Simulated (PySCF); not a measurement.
# C6H12, SMILES `C1CCCCC1`: electronic structure

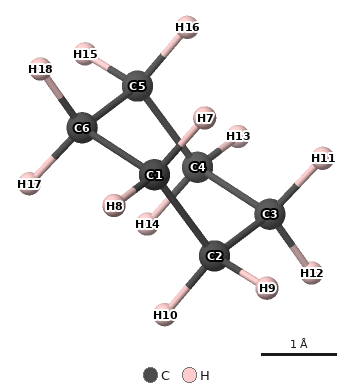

The molecule, with its atoms numbered as below. No frequency check shows the geometry to be a minimum.

Cartesian coordinates (Å):

```
C1       1.4461   -0.0594    0.2416
C2       0.7745    1.2227   -0.2416
C3      -0.6716    1.2821    0.2416
C4      -1.4461    0.0594   -0.2416
C5      -0.7745   -1.2227    0.2416
C6       0.6716   -1.2821   -0.2416
H7       1.4787   -0.0607    1.3338
H8       2.4747   -0.1016   -0.1236
H9       1.3254    2.0923    0.1236
H10      0.7920    1.2502   -1.3338
H11     -0.6868    1.3109    1.3338
H12     -1.1494    2.1939   -0.1236
H13     -2.4747    0.1017    0.1236
H14     -1.4787    0.0608   -1.3338
H15     -1.3253   -2.0923   -0.1236
H16     -0.7919   -1.2502    1.3338
H17      0.6867   -1.3110   -1.3338
H18      1.1493   -2.1940    0.1236
```

### 1. Bonding charge

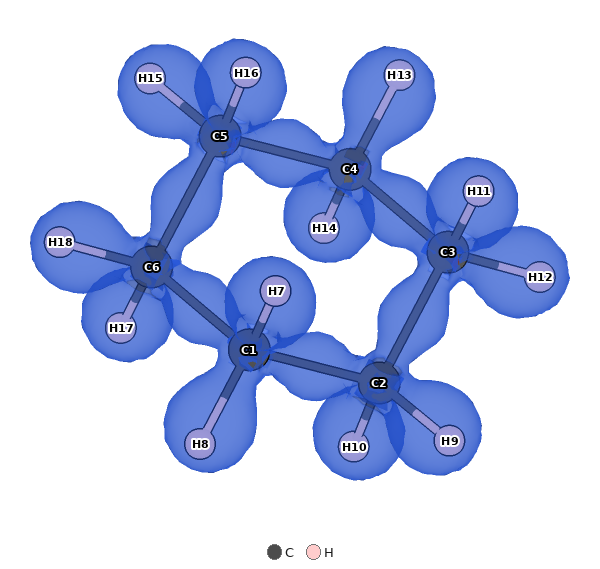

Deformation density (molecule less spherical, spin-averaged free atoms at the same positions), surfaces at ±0.2 e/Å³; blue: gain, red: loss.

PySCF calculation, M06-2X/def2-SVPD, gas phase; geometry: GFN2-xTB.

**How much density has each bond gained at its critical point, relative to the free atoms?**

C1–H8, C3–H12, C4–H13, C5–H15 and 2 more like them: +0.68 e/Å³ at the bond critical point (bond length 1.09 Å). C1–H7, C3–H11, C4–H14, C6–H17 and 2 more like them: +0.67 e/Å³ at the bond critical point (bond length 1.09 Å). C1–C2, C3–C4, C5–C6, C2–C3 and 2 more like them: +0.45 e/Å³ at the bond critical point (bond length 1.53 Å). In all, 3.9 electrons gather in the regions of gain relative to the promolecule.

**Where do the Hirshfeld charges lie?**

The highest Hirshfeld charge is on H8, H9, H12, H13, H15 and H18 (+0.04 e), the lowest on C1, C2, C3, C4, C5 and C6 (−0.07 e).

```csv
atom,charge (e)
C1,−0.07
C2,−0.07
C3,−0.07
C4,−0.07
C5,−0.07
C6,−0.07
H7,+0.03
H8,+0.04
H9,+0.04
H10,+0.03
H11,+0.03
H12,+0.04
H13,+0.04
H14,+0.03
H15,+0.04
H16,+0.03
H17,+0.03
H18,+0.04
```

### 2. Local ionisation energy

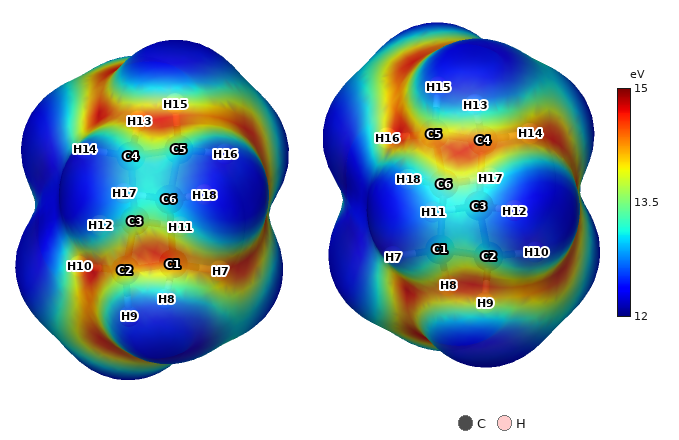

Average local ionisation energy on the surface of electron density 0.001 a.u. (back view left, front view right).

**Where are the most loosely bound electrons on this surface?**

The lowest value is 12.2 eV, 1.4 Å from H16, and at like points elsewhere. Further minima include 12.3 eV, 1.4 Å from H8, and at like points elsewhere. For comparison, the highest occupied orbital lies at −9.5 eV.

### 3. Localised orbitals

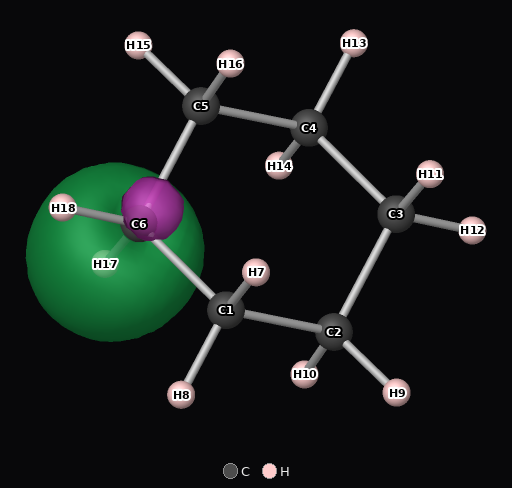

Intrinsic bond orbitals (IBO), occupied; each surface holds about 80 % of the orbital's density. Energies are diagonal elements of the Fock matrix.

Computed with PySCF, CAM-B3LYP/def2-SVPD, geometry: GFN2-xTB.

**What does this orbital represent?**

σ bond C6–H17 (C6 56 %, H17 44 %; −14.5 eV).

**How do all the valence pairs divide up?**

18 pairs: 18 σ bonds.
